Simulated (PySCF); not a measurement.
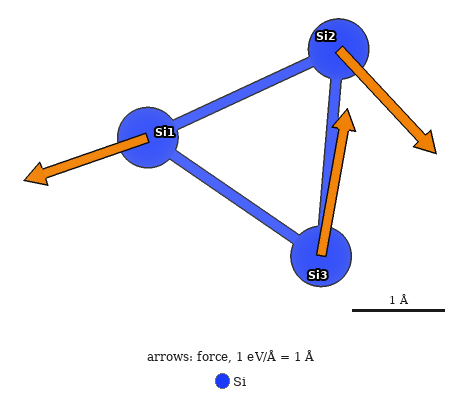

Starting geometry of Si$_{3}$ with the computed forces as orange arrows. A ball-and-stick model, seen face on.

The start comes from GFN2-xTB. Its atoms were then displaced at random by about 0.01 Å.

Method: PBE0-D3(BJ)/def2-SVP geometry optimisation, gas phase in PySCF. 

### What follows when this structure is relaxed?

It isn't relaxed: the largest force vector, on Si3, is 1.65 eV/Å. The final displacements follow the starting forces only in part (cosine between the two patterns 0.74). Over 9 geometry steps the energy falls by 0.496 eV. The atom that moves furthest after the best rigid fit is Si2 (0.27 Å). Some distances before and after: Si1–Si2 2.297 → 2.787 Å, Si1–Si3 2.292 → 2.179 Å, Si2–Si3 2.270 → 2.179 Å. Among the angles between lasting bonds that change: Si1–Si3–Si2 60.5° → 79.5°.
